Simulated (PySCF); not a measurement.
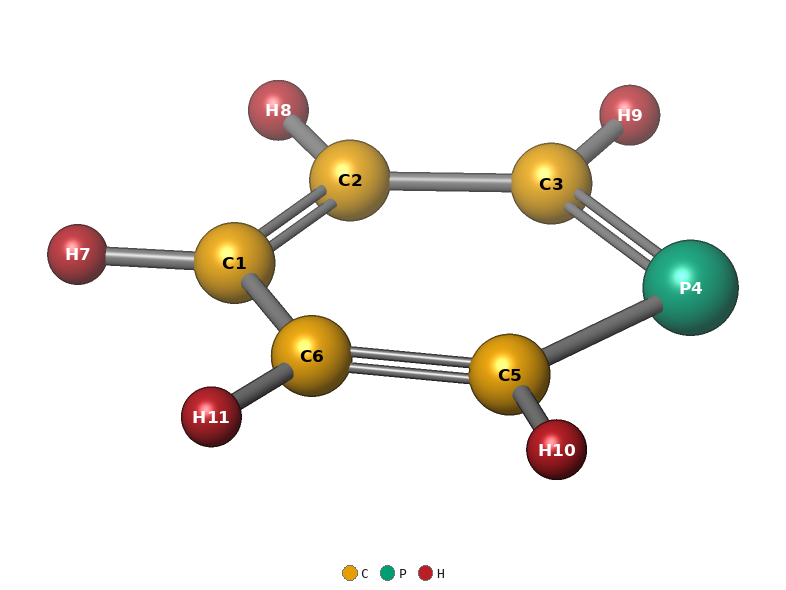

Atoms fade into the background with distance from the viewer. Computed geometry: PBE0-D3(BJ)/def2-TZVP optimisation. No frequency run is at hand to confirm it as a minimum.

> How is the 6-membered ring C1–C2–C3–P4–C5–C6 puckered?

It is planar. The Cremer–Pople amplitude Q is 0.00 Å.

> Give the torsion angles round the ring, beginning with the bond from its second to its third atom.

0°, 0°, 0°, 0°, 0°, 0°.
